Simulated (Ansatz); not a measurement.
Input file:

```
crystal:
  periodic: [false, false, false]
  atoms:
    - { symbol: C, position_ang: [-1.1672, 1.2284, -1.4647] }
    - { symbol: "N", position_ang: [-0.4367, 0.9955, -0.4959] }
    - { symbol: B, position_ang: [-0.1081, -0.4179, -0.1236] }
    - { symbol: F, position_ang: [-0.5357, -1.5344, -0.8477] }
    - { symbol: Si, position_ang: [1.1171, -0.7409, 1.3705] }
    - { symbol: H, position_ang: [-1.4383, 2.3248, -1.7099] }
    - { symbol: H, position_ang: [-1.6383, 0.4952, -2.082] }
    - { symbol: H, position_ang: [1.348, -2.1635, 1.5578] }
    - { symbol: H, position_ang: [0.5287, -0.1476, 2.6507] }
    - { symbol: H, position_ang: [2.4137, -0.0907, 1.1478] }
basis:
  gaussian: { orbitals: def2-SVP }
hamiltonian:
  xc: b3lyp
relax:
  f_tol: 0.015
  max_steps: 40
output:
  orbitals: {}
```

Launched as:

```sh
ansatz run input.yaml --threads 2 --pin off --max-ram 3072MiB --backend cpu --events-out ev --progress --plain --runs-dir out
```

The fields are those of the relaxed geometry.

The calculation used RKS B3LYP/def2-SVP in Ansatz.

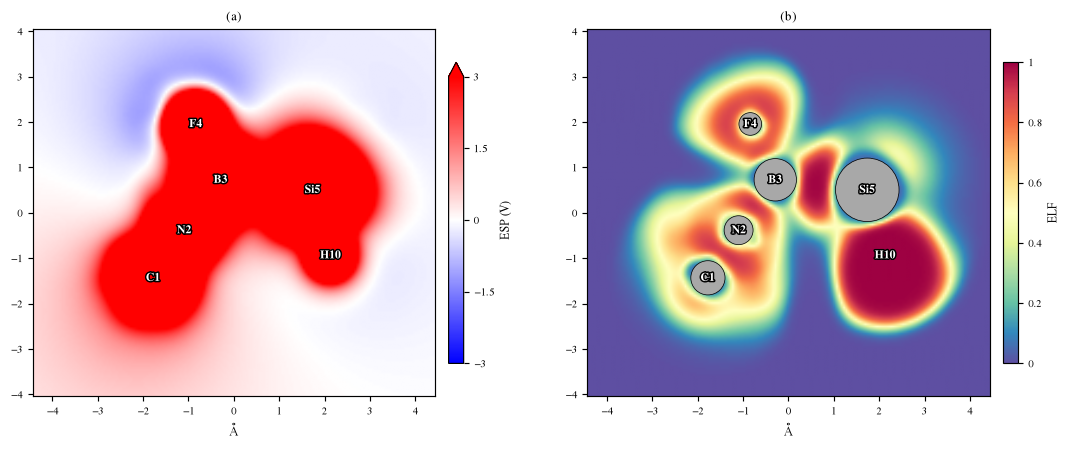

CH$_{5}$BFNSi (SMILES C=NB(F)[SiH3]). (a) molecular electrostatic potential; (b) ELF on the plane of atoms B3, Si5 and H10. Grey discs cover the atomic cores in the ELF map.

> What do the fields say about this system?

Atoms in the plane: C, N, B, F, Si and H.
C–N (1.25 Å): the ELF peaks at about 0.90 between the atoms; a short, multiple covalent bond.
B–F (1.35 Å): the ELF peaks at about 0.85 between the atoms; a polar covalent bond.
B–N (1.37 Å): the ELF peaks at about 0.90 between the atoms (a polar covalent bond).
Si–B (2.04 Å): the ELF peaks at about 1 between the atoms (a covalent bond).
Si–H (1.50 Å): the ELF climbs to about 1 towards the hydrogen, as it does in any bond to H.
The ELF also peaks beside F4, away from the bonds: lone-pair regions.
Outside the dense part of the molecule the potential is most negative (−1.1 V) near F4.
